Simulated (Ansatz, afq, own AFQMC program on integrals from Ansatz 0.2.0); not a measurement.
# The germanium atom (quintet): AFQMC on the coupled-cluster ladder, cc-pVDZ

How near does AFQMC come to the top of the ladder for the germanium atom (quintet)?

Program: Ansatz 0.2.0, Gaussian basis, and an in-house AFQMC program (afq) on its integrals; all values are calculated. Level of theory: cc-pVDZ, frozen cores. These are calculated values, not measurements.

The runs, in order: Full CI; PBE (unrestricted); r2SCAN (unrestricted); PBE0 (unrestricted); B3LYP (unrestricted); wB97M-V (unrestricted); B2PLYP (unrestricted); CCSD(T) on UHF; CCSDT(Q) on UHF; Phaseless AFQMC, CISD trial on UHF; Phaseless AFQMC, single-determinant trial on UHF.

5 further runs of the same task are left out: 5 that didn't finish.

## Step 1: The atom

A free atom, in its lowest state of this spin that the program finds. No spin-orbit coupling is included. The filled d shell of Ge may be among the frozen orbitals whatever the setting's name suggests; the logs give the count.

1 atom, charge 0, spin multiplicity 5.

## Step 2: Full CI

in.yaml

```yaml
crystal:
  periodic: [false, false, false]
  atoms:
    - {symbol: Ge, position_ang: [0.000000, 0.000000, 0.000000]}
basis:
  gaussian: {orbitals: cc-pVDZ}
magnetization: {spin_polarized: false, initial_magnetization: 4}
correlation: {method: fci, electrons: outside_noble_gas}
```

Launch:

```bash
> ansatz run in.yaml --threads 1 --pin off --events-out ev --progress --plain --max-ram 1382MiB
```

What it wrote:

```text
Functional definition: HF
  name "HF"
  cite "Fock, Z. Phys. 61, 126 (1930) doi:10.1007/BF01340294"
  parent pbe
  exchange = exact_x
  correlation = 0
242 factors; integrals over basis functions are off by at most 3.4e-8 eV
mean field evaluation 1: about -56467.3898 eV, gradient 8.4e0 eV
mean field evaluation 2: about -56467.3899 eV, gradient 8.4e0 eV
mean field evaluation 4: about -56468.3014 eV, gradient 3.5e-1 eV
mean field evaluation 8: about -56468.3050 eV, gradient 1.5e-6 eV
mean field -56468.30504973 eV, -2075.1719349856 hartree, gradient 2.3e-6 eV, S^2 6.000000; 0 other end points of the search recorded, 0 dependent functions left out
mean field evaluation 16: about -56468.3518 eV, gradient 1.1e-1 eV
14 core orbitals not correlated: weight in the atoms' cores, before any rotation towards them, 1.000 or more for the frozen orbitals, at most 0.000 for the correlated occupied ones
reference -56468.30504973 eV, -2075.1719349856 hartree; 4, 0 occupied and 9, 13 virtual orbitals, 242 factors
state -56468.83495581 eV, -2075.1914086748 hartree
Total energy: -56468.83495581 eV, -2075.1914086748 hartree
```

Wall time 0.21 s (1 thread of Arm Neoverse V1, shared host).

From the report: 104 determinants, symmetry Au.

## Step 3: PBE (unrestricted)

in.yaml

```yaml
crystal:
  periodic: [false, false, false]
  atoms:
    - {symbol: Ge, position_ang: [0.000000, 0.000000, 0.000000]}
basis:
  gaussian: {orbitals: cc-pVDZ}
magnetization: {spin_polarized: true, initial_magnetization: 4}
hamiltonian: {xc: {name: PBE}}
output: {orbitals: {seedname: orbitals}}
```

Same command.

What it wrote:

```text
Functional definition: PBE
  name "PBE"
  cite "Perdew, Burke & Ernzerhof, Phys. Rev. Lett. 77, 3865 (1996) doi:10.1103/PhysRevLett.77.3865"
  parent pbe
  parameter kappa = 0.804
  parameter beta = 0.06672455060314922
  exchange = pbe_x(kappa = kappa, mu = beta*pi^2/3)
  correlation = pbe_c(beta = beta)
303 factors; their error is unknown
mean field evaluation 1: about -56501.1014 eV, gradient 3.4e0 eV
mean field evaluation 2: about -56501.1241 eV, gradient 1.8e0 eV
mean field evaluation 4: about -56501.1366 eV, gradient 8.7e-2 eV
mean field evaluation 8: about -56501.1332 eV, gradient 1.3e-5 eV
mean field -56501.13321398 eV, -2076.3783477701 hartree, gradient 1.3e-5 eV, S^2 6.000984; 0 other end points of the search recorded, 0 dependent functions left out
reference -56501.13323994 eV, -2076.3783487241 hartree; 18, 14 occupied and 9, 13 virtual orbitals, 303 factors
Total energy: -56501.13323994 eV, -2076.3783487241 hartree
```

Wall time 0.36 s (1 thread of Arm Neoverse V1, shared host).

From the report: ⟨S²⟩ of the determinant 6.001 (pure quintet: 6.00).

## Step 4: r2SCAN (unrestricted)

Edit in.yaml of step 3 so:

```diff
@@ -7,3 +7,2 @@
 magnetization: {spin_polarized: true, initial_magnetization: 4}
-hamiltonian: {xc: {name: PBE}}
-output: {orbitals: {seedname: orbitals}}
+hamiltonian: {xc: {name: r2SCAN}}
```

Launched as before.

What it wrote:

```text
Functional definition: r2SCAN
  name "r2SCAN"
  cite "Furness, Kaplan, Ning, Perdew & Sun, J. Phys. Chem. Lett. 11, 8208 (2020) doi:10.1021/acs.jpclett.0c02405"
  cite "Furness, Kaplan, Ning, Perdew & Sun, J. Phys. Chem. Lett. 11, 9248 (2020) doi:10.1021/acs.jpclett.0c03077"
  parent r2scan
  parameter k0 = 0.174
  parameter k1 = 0.065
  parameter a1 = 4.9479
  exchange = r2scan_x(k0 = k0, k1 = k1, a1 = a1)
  correlation = r2scan_c
303 factors; their error is unknown
mean field evaluation 1: about -56509.9395 eV, gradient 2.6e0 eV
mean field evaluation 2: about -56509.9535 eV, gradient 1.3e0 eV
mean field evaluation 4: about -56509.9577 eV, gradient 5.5e-2 eV
mean field evaluation 8: about -56509.9577 eV, gradient 3.7e-5 eV
mean field -56509.95768962 eV, -2076.7026412683 hartree, gradient 3.7e-5 eV, S^2 6.002137; 0 other end points of the search recorded, 0 dependent functions left out
reference -56509.95769692 eV, -2076.7026415367 hartree; 18, 14 occupied and 9, 13 virtual orbitals, 303 factors
Total energy: -56509.95769692 eV, -2076.7026415367 hartree
```

Run time: 0.93 s. Hardware: 1 thread of Arm Neoverse V1, shared host.

From the report: ⟨S²⟩ of the determinant 6.002 (pure quintet: 6.00).

## Step 5: PBE0 (unrestricted)

Edit in.yaml of step 4 so:

```diff
@@ -7,2 +7,3 @@
 magnetization: {spin_polarized: true, initial_magnetization: 4}
-hamiltonian: {xc: {name: r2SCAN}}
+hamiltonian: {xc: {name: PBE0}}
+output: {orbitals: {seedname: orbitals}}
```

The command is unchanged.

What it wrote:

```text
Functional definition: PBE0
  name "PBE0"
  cite "Adamo & Barone, J. Chem. Phys. 110, 6158 (1999) doi:10.1063/1.478522"
  cite "Perdew, Burke & Ernzerhof, Phys. Rev. Lett. 77, 3865 (1996) doi:10.1103/PhysRevLett.77.3865"
  parent pbe
  parameter a = 0.25
  parameter kappa = 0.804
  parameter beta = 0.06672455060314922
  exchange = (1 - a)*pbe_x(kappa = kappa, mu = beta*pi^2/3) + a*exact_x
  correlation = pbe_c(beta = beta)
193 factors; integrals over basis functions are off by at most 7.6e-5 eV
mean field evaluation 1: about -56502.9429 eV, gradient 2.1e0 eV
mean field evaluation 2: about -56502.9642 eV, gradient 9.3e-1 eV
mean field evaluation 4: about -56502.9693 eV, gradient 4.2e-2 eV
mean field evaluation 8: about -56502.9693 eV, gradient 2.7e-6 eV
mean field -56502.96929740 eV, -2076.4458225911 hartree, gradient 2.7e-6 eV, S^2 6.001076; 0 other end points of the search recorded, 0 dependent functions left out
reference -56502.96931692 eV, -2076.4458233087 hartree; 18, 14 occupied and 9, 13 virtual orbitals, 193 factors
Total energy: -56502.96931692 eV, -2076.4458233087 hartree
```

It took 0.39 s on 1 thread of Arm Neoverse V1, shared host.

From the report: ⟨S²⟩ of the determinant 6.001 (pure quintet: 6.00).

## Step 6: B3LYP (unrestricted)

Edit in.yaml of step 5 so:

```diff
@@ -7,3 +7,2 @@
 magnetization: {spin_polarized: true, initial_magnetization: 4}
-hamiltonian: {xc: {name: PBE0}}
-output: {orbitals: {seedname: orbitals}}
+hamiltonian: {xc: {name: B3LYP}}
```

The command is unchanged.

What it wrote, cut to the lines that bear on the results:

```text
Functional definition: B3LYP
  name "B3LYP"
  cite "Stephens, Devlin, Chabalowski & Frisch, J. Phys. Chem. 98, 11623 (1994) doi:10.1021/j100096a001"
  cite "Becke, Phys. Rev. A 38, 3098 (1988) doi:10.1103/PhysRevA.38.3098"
  cite "Lee, Yang & Parr, Phys. Rev. B 37, 785 (1988) doi:10.1103/PhysRevB.37.785"
  cite "Vosko, Wilk & Nusair, Can. J. Phys. 58, 1200 (1980) doi:10.1139/p80-159"
[...]
193 factors; integrals over basis functions are off by at most 7.6e-5 eV
[...]
mean field -56510.81948520 eV, -2076.7343116720 hartree, gradient 6.5e-5 eV, S^2 6.000726; 0 other end points of the search recorded, 0 dependent functions left out
reference -56510.81966122 eV, -2076.7343181404 hartree; 18, 14 occupied and 9, 13 virtual orbitals, 193 factors
Total energy: -56510.81966122 eV, -2076.7343181404 hartree
```

Wall time 0.36 s (1 thread of Arm Neoverse V1, shared host).

From the report: ⟨S²⟩ of the determinant 6.001 (pure quintet: 6.00).

## Step 7: wB97M-V (unrestricted)

Edit in.yaml of step 6 so:

```diff
@@ -7,2 +7,3 @@
 magnetization: {spin_polarized: true, initial_magnetization: 4}
-hamiltonian: {xc: {name: B3LYP}}
+hamiltonian: {xc: {name: wB97M-V}}
+output: {orbitals: {seedname: orbitals}}
```

The command is unchanged.

What it wrote, cut to the lines that bear on the results:

```text
Functional definition: wB97M-V
  name "wB97M-V"
  cite "Mardirossian & Head-Gordon, J. Chem. Phys. 144, 214110 (2016) doi:10.1063/1.4952647"
  cite "Becke, J. Chem. Phys. 107, 8554 (1997) doi:10.1063/1.475007"
  cite "Vydrov & Van Voorhis, J. Chem. Phys. 133, 244103 (2010) doi:10.1063/1.3521275"
  # Of w^i u^j: cxij and so on, Table III.
[...]
  gx(w, u) = 1 - cx + cx01*u + cx10*w
  gss(w, u) = css00 + css04*u^4 + css10*w + css20*w^2 + css43*w^4*u^3
  gos(w, u) = cos00 + cos10*w + (cos20 + cos21*u)*w^2 + (cos60 + cos61*u)*w^6
[...]
      + integral(e_c_pw_mod_opposite_spin*gos(b97_w_opposite, b97_u_opposite)) + vv10(b, c)
193 factors; integrals over basis functions are off by at most 7.6e-5 eV
55 factors; integrals over basis functions are off by at most 5.2e-5 eV
[...]
mean field -56506.93244417 eV, -2076.5914655487 hartree, gradient 6.0e-5 eV, S^2 6.001017; 0 other end points of the search recorded, 0 dependent functions left out
reference -56506.93246528 eV, -2076.5914663247 hartree; 18, 14 occupied and 9, 13 virtual orbitals, 193 factors
Total energy: -56506.93246528 eV, -2076.5914663247 hartree
```

Run time: 1.4 s. Hardware: 1 thread of Arm Neoverse V1, shared host.

From the report: ⟨S²⟩ of the determinant 6.001 (pure quintet: 6.00).

## Step 8: B2PLYP (unrestricted)

in.yaml

```yaml
crystal:
  periodic: [false, false, false]
  atoms:
    - {symbol: Ge, position_ang: [0.000000, 0.000000, 0.000000]}
basis:
  gaussian: {orbitals: cc-pVDZ}
magnetization: {spin_polarized: true, initial_magnetization: 4}
hamiltonian: {xc: {name: B2PLYP}}
correlation: {electrons: outside_noble_gas}
```

Launched as before.

What it wrote, cut to the lines that bear on the results:

```text
Functional definition: B2PLYP
  name "B2PLYP"
  cite "Grimme, J. Chem. Phys. 124, 034108 (2006) doi:10.1063/1.2148954"
  cite "Becke, Phys. Rev. A 38, 3098 (1988) doi:10.1103/PhysRevA.38.3098"
  cite "Lee, Yang & Parr, Phys. Rev. B 37, 785 (1988) doi:10.1103/PhysRevB.37.785"
[...]
193 factors; integrals over basis functions are off by at most 7.6e-5 eV
[...]
mean field -56498.65308668 eV, -2076.2872047728 hartree, gradient 1.4e-6 eV, S^2 6.001007; 0 other end points of the search recorded, 0 dependent functions left out
14 core orbitals not correlated: weight in the atoms' cores, before any rotation towards them, 1.000 or more for the frozen orbitals, at most 0.000 for the correlated occupied ones
reference -56498.65320220 eV, -2076.2872090182 hartree; 4, 0 occupied and 9, 13 virtual orbitals, 193 factors
second order -0.47218609 eV of doubles, -0.00000000 eV of singles
Total energy: -56498.78069244 eV, -2076.2918941983 hartree
```

Run time: 0.78 s. Hardware: 1 thread of Arm Neoverse V1, shared host.

From the report: ⟨S²⟩ of the determinant 6.001 (pure quintet: 6.00).

## Step 9: CCSD(T) on UHF

in.yaml

```yaml
crystal:
  periodic: [false, false, false]
  atoms:
    - {symbol: Ge, position_ang: [0.000000, 0.000000, 0.000000]}
basis:
  gaussian: {orbitals: cc-pVDZ}
magnetization: {spin_polarized: true, initial_magnetization: 4}
correlation: {method: ccsd_t, electrons: outside_noble_gas, hamiltonian_folder: ham}
```

Same command.

What it wrote, cut to the lines that bear on the results:

```text
Functional definition: HF
  name "HF"
  cite "Fock, Z. Phys. 61, 126 (1930) doi:10.1007/BF01340294"
  parent pbe
[...]
193 factors; integrals over basis functions are off by at most 7.6e-5 eV
[...]
mean field -56468.35192679 eV, -2075.1736576860 hartree, gradient 1.9e-6 eV, S^2 6.001981; 0 other end points of the search recorded, 0 dependent functions left out
14 core orbitals not correlated: weight in the atoms' cores, before any rotation towards them, 1.000 or more for the frozen orbitals, at most 0.000 for the correlated occupied ones
reference -56468.35192679 eV, -2075.1736576860 hartree; 4, 0 occupied and 9, 13 virtual orbitals, 193 factors
second order -0.38201192 eV of doubles, -0.00000000 eV of singles
cycle   1  -0.48686141 eV  change   -1.0e-1 eV  update   2.6e-2
[...]
cycle   7  -0.52537656 eV  change    3.8e-7 eV  update   7.3e-8
perturbative correction -0.00097577 eV, -0.0000358588 hartree
Total energy: -56468.87827912 eV, -2075.1930007771 hartree
```

Run time: 0.21 s. Hardware: 1 thread of Arm Neoverse V1, shared host.

From the report: ⟨S²⟩ of the determinant 6.002 (pure quintet: 6.00); correlation -0.5264 eV; T1 0.002; largest double amplitude 0.05.

This run also writes the integrals to the folder ham.

## Step 10: CCSDT(Q) on UHF

in.yaml

```yaml
crystal:
  periodic: [false, false, false]
  atoms:
    - {symbol: Ge, position_ang: [0.000000, 0.000000, 0.000000]}
basis:
  gaussian: {orbitals: cc-pVDZ}
magnetization: {spin_polarized: true, initial_magnetization: 4}
correlation: {method: ccsdt_q, electrons: outside_noble_gas}
```

Launched as before.

What it wrote, cut to the lines that bear on the results:

```text
Functional definition: HF
  name "HF"
  cite "Fock, Z. Phys. 61, 126 (1930) doi:10.1007/BF01340294"
  parent pbe
[...]
242 factors; integrals over basis functions are off by at most 3.4e-8 eV
[...]
mean field -56468.35194755 eV, -2075.1736584486 hartree, gradient 1.0e-6 eV, S^2 6.001981; 0 other end points of the search recorded, 0 dependent functions left out
14 core orbitals not correlated: weight in the atoms' cores, before any rotation towards them, 1.000 or more for the frozen orbitals, at most 0.000 for the correlated occupied ones
reference -56468.35194755 eV, -2075.1736584486 hartree; 4, 0 occupied and 9, 13 virtual orbitals, 242 factors
second order -0.38201130 eV of doubles, -0.00000000 eV of singles
cycle   1  -0.48686209 eV  change   -1.0e-1 eV  update   2.6e-2
[...]
cycle   8  -0.52679920 eV  change   -3.7e-7 eV  update   8.7e-8
perturbative correction -0.00003916 eV, -0.0000014391 hartree
Total energy: -56468.87878590 eV, -2075.1930194010 hartree
```

Run time: 0.81 s. Hardware: 1 thread of Arm Neoverse V1, shared host.

From the report: ⟨S²⟩ of the determinant 6.002 (pure quintet: 6.00); correlation -0.5268 eV; T1 0.002; largest double amplitude 0.05.

## Step 11: Phaseless AFQMC, CISD trial on UHF

It reads the integrals that the CCSD(T) run on this determinant wrote.

Launch:

```bash
> afq ham --method phaseless --trial cisd --walkers 200 --populations 1 --least-time 40 --time-step 0.005 --steps-per-block 50 --equilibration-blocks 28 --max-blocks 300 --target-error 0.00024 --factor-cut 1e-05 --start spin_pure --seed 3460 --release-times 0.24,0.5,1,1.5 --release-step 0.02 --release-every 4 --taylor-order 6
```

What it wrote:

```text
orbitals 13  electrons 4 0  factors 69 of 193
reference energy -2075.17365769 Eh
CCSD correlation -0.01930726 Eh in 7 cycles, weight of the determinant in the CISD state 0.9842
Error: ValueError
```

Hardware: 1 thread of Arm Neoverse V1, shared host.

No energy. The run doesn't count as converged.

## Step 12: Phaseless AFQMC, single-determinant trial on UHF

It reads the integrals that the CCSD(T) run on this determinant wrote.

Launch:

```bash
> afq ham --method phaseless --trial hf --walkers 400 --populations 1 --least-time 40 --time-step 0.005 --steps-per-block 20 --equilibration-blocks 112 --max-blocks 600 --target-error 0.00072 --factor-cut 1e-05 --start spin_pure --seed 1572 --taylor-order 6
```

What it wrote:

```text
orbitals 13  electrons 4 0  factors 69 of 193
reference energy -2075.17365769 Eh
CCSD correlation -0.01930726 Eh in 7 cycles, weight of the determinant in the CISD state 0.9842
energy of the start -2075.173658 Eh
 block  time / (1/Eh)  mean weight  energy / Eh
     1     0.100  0.9998  -2075.175917
     2     0.200  1.0000  -2075.177885
     3     0.300  1.0001  -2075.179704
     4     0.400  1.0001  -2075.181256
     5     0.500  0.9999  -2075.182547
     6     0.600  1.0000  -2075.184067
     7     0.700  0.9999  -2075.184841
     8     0.800  1.0000  -2075.185931
     9     0.900  1.0000  -2075.186854
    10     1.000  1.0000  -2075.186770
    13     1.300  0.9997  -2075.189522
    25     2.500  0.9999  -2075.190602
    37     3.700  0.9999  -2075.194128
    49     4.900  0.9999  -2075.191637
    61     6.100  1.0000  -2075.191252
    73     7.300  1.0002  -2075.192355
    85     8.500  0.9999  -2075.191248
    97     9.700  1.0000  -2075.192813
   109    10.900  0.9998  -2075.191318
   121    12.100  1.0001  -2075.194102
   133    13.300  1.0001  -2075.194411
   145    14.500  0.9998  -2075.192820
   157    15.700  0.9999  -2075.191436
   169    16.900  0.9998  -2075.191772
   181    18.100  1.0001  -2075.191739
   193    19.300  1.0000  -2075.190632
   205    20.500  1.0000  -2075.191689
   217    21.700  0.9997  -2075.192559
   229    22.900  1.0001  -2075.194013
   241    24.100  1.0003  -2075.193586
   253    25.300  1.0003  -2075.191649
   265    26.500  0.9999  -2075.193471
   277    27.700  1.0001  -2075.193800
   289    28.900  0.9998  -2075.194045
   301    30.100  1.0002  -2075.194111
   313    31.300  1.0001  -2075.193498
   325    32.500  0.9998  -2075.194365
   337    33.700  1.0001  -2075.193396
   349    34.900  1.0001  -2075.194462
   361    36.100  1.0000  -2075.191820
   373    37.300  1.0001  -2075.191587
   385    38.500  1.0000  -2075.192990
   397    39.700  1.0000  -2075.195099
   409    40.900  1.0001  -2075.193814
   421    42.100  0.9999  -2075.190237
   433    43.300  0.9998  -2075.192518
   445    44.500  1.0001  -2075.191932
   457    45.700  1.0001  -2075.192475
   469    46.900  1.0000  -2075.194454
   481    48.100  0.9998  -2075.192960
   493    49.300  0.9999  -2075.193014
   505    50.500  1.0002  -2075.192893
blocks merged  error / Eh  count
     1  0.000061  400
     2  0.000084  200
     4  0.000114  100
     8  0.000152  50
    16  0.000186  25
    32  0.000222  12
energy -2075.192895 +/- 0.000186 Eh
```

Run time: 60 s. Hardware: 1 thread of Arm Neoverse V1, shared host.

Energy -56468.8754 ± 0.0051 eV. Caveats: constraint bias not in the error.

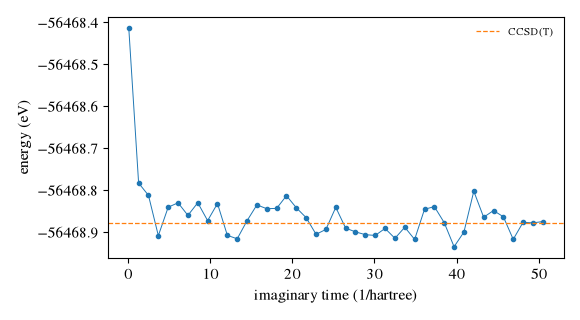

Block energies along the walk.

## Step 13: AFQMC on the ladder

The full CI on restricted orbitals is not used as the yardstick for these unrestricted rows.

On the UHF determinant, counted from CCSDT(Q) (a yardstick, not exact):

| level | energy (eV) | from CCSDT(Q) (meV) | statistical error (meV) | time |
| --- | --- | --- | --- | --- |
| HF | -56468.3519 | +526.9 |  |  |
| MP2 | -56468.7339 | +144.8 |  |  |
| CCSD | -56468.8773 | +1.5 |  |  |
| CCSD(T) | -56468.8783 | +0.5 |  |  |
| CCSDT(Q) | -56468.8788 | 0.0 |  |  |
| Phaseless AFQMC, single-determinant trial, step 0.005, 400 walkers | -56468.8754 | +3.4 | 5.1 | 60 s |

The functionals' totals stand on their own zeros and serve differences with other points: PBE -56501.133 eV; r2SCAN -56509.958 eV; PBE0 -56502.969 eV; B3LYP -56510.820 eV; wB97M-V -56506.932 eV; B2PLYP -56498.781 eV.

## Step 14: Results

| quantity | value |
| --- | --- |
| CCSD(T) on UHF from CCSDT(Q) | +0.5 meV |
| Phaseless AFQMC, single-determinant trial on UHF from CCSDT(Q) | +3.4 ± 5.1 meV |

Error bars are statistical and leave out the constraint, the time step and what remains of the start.
